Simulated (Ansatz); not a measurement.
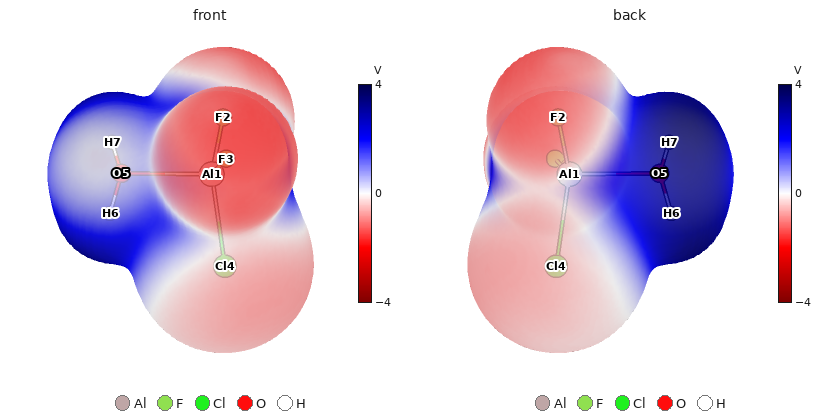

*AlClF2H2O. The molecular electrostatic potential painted on the density surface at 0.002 e/bohr³, seen from the front and from behind; the colour scale runs from red (negative) to blue (positive).*

Level of theory: Ansatz, RKS PBE-D4/def2-SVP.

```xyz
7

Al    0.0007   -0.0420    0.1018
F    -0.0740    0.4809    1.7010
F     1.4342    0.1860   -0.7286
Cl   -1.8072   -0.0181   -1.0189
O    -0.0660   -1.9548    0.5779
H    -0.9083   -2.3047    0.2124
H    -0.1444   -1.9951    1.5552
```

Q: Where is the surface potential most negative and most positive?

A: The most negative region (about −1.5 V) lies over F3, the most positive (about +3.7 V) over H6 and H7.
